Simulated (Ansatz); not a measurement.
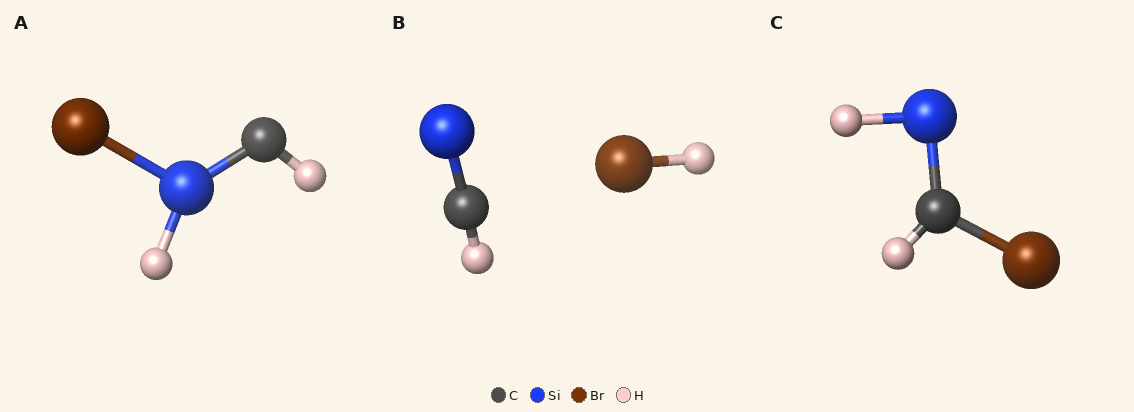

3 stationary structures of one formula. The species has charge −1 and is a spin singlet. Geometries: PBE0-D4/def2-TZVPD. Electronic energies: RHF-CCSD(T) (frozen core)/def2-TZVPPD (Ansatz 0.2.0), without zero-point energy. No frequency run is at hand to confirm each as a minimum.

**Which is lowest in energy, and by how much?**

C is lowest (Cs); A lies 0.159 eV above it (Cs), B lies 0.987 eV above it (Cs).
